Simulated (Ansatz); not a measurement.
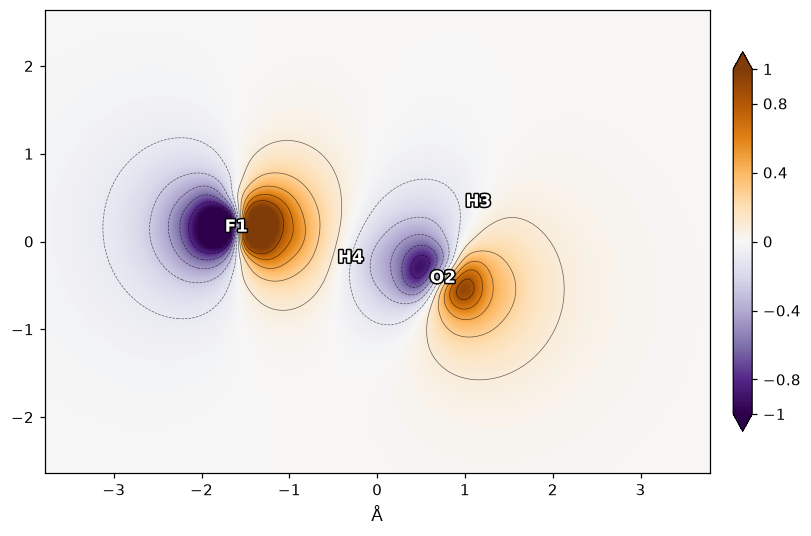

The picture shows: F···H2O (SMILES [F-].O) (charge −1). The HOMO on the molecular plane (values in Å⁻³ᐟ²; the overall sign is arbitrary).

Geometry: PBE0-D4/def2-TZVPD.

Method: Ansatz, RKS PBE0-D4/def2-TZVPPD.

```yaml
atoms:
  - { symbol: F, position_ang: [-0.0752, -0.1208, -1.6022] }
  - { symbol: O, position_ang: [-0.0368, -0.2750, 0.8120] }
  - { symbol: H, position_ang: [0.1719, 0.6296, 1.0504] }
  - { symbol: H, position_ang: [-0.0599, -0.2339, -0.2602] }
```

### Describe this orbital and give its energy.

It lies mainly on F1 (about 70 %) and O2 (about 25 %); it is symmetric in the molecular plane (an in-plane orbital: σ, lone-pair or in-plane π type); largely a lone pair of F1. Its energy is −1.91 eV.
